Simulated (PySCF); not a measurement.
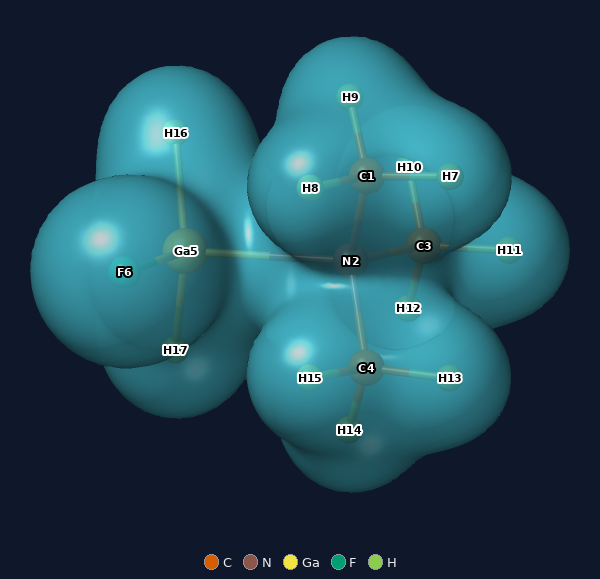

Figure. C₃H₁₁FGaN (SMILES C[N+](C)(C)[GaH2-][F]). Isosurface of the electron density at 0.1 e/Å³ (cyan), seen at a tilt.

Geometry: GFN2-xTB.

Method: B3LYP/def2-SVPD, SCF density, gas phase in PySCF.

Input file:

```
{"job": {"kind": "uv", "xc": "B3LYP", "basis": "def2-SVPD", "nstates": 8, "ntriplets": 3}, "charge": 0, "multiplicity": 1}
C     -1.039828     1.050938    -0.289826
N     -0.157848    -0.054298     0.060779
C     -0.316053    -0.398393     1.467117
C     -0.434543    -1.214266    -0.776024
Ga     1.862570     0.563564    -0.307433
F      1.666754     0.877389    -2.017349
H     -2.091875     0.798887    -0.118047
H     -0.891928     1.302300    -1.340807
H     -0.773238     1.923541     0.310304
H     -0.068897     0.470377     2.079317
H     -1.340280    -0.718738     1.689398
H      0.376167    -1.203100     1.719813
H     -1.455014    -1.584434    -0.629685
H      0.276967    -2.006408    -0.533262
H     -0.293121    -0.938263    -1.821695
H      1.993609     1.855773     0.523399
H      2.679559    -0.712838    -0.025910
```

Launched as:

```sh
OMP_NUM_THREADS=1 python probes_run.py task.json out
```

How is the density connected at this value?

Answer. At this value the surface is in one piece. It bridges the sampled C–N (1.46 Å), Ga–F (1.75 Å), Ga–N (2.14 Å) and C–H (1.09 Å) contacts, where the density stays above the isovalue. On the grid the lowest density along these lines, outside the cores, is 1.8 e/Å³ (C–N, 1.46 Å), 0.83 e/Å³ (Ga–F, 1.75 Å), 0.46 e/Å³ (Ga–N, 2.14 Å) and 1.9 e/Å³ (C–H, 1.09 Å).
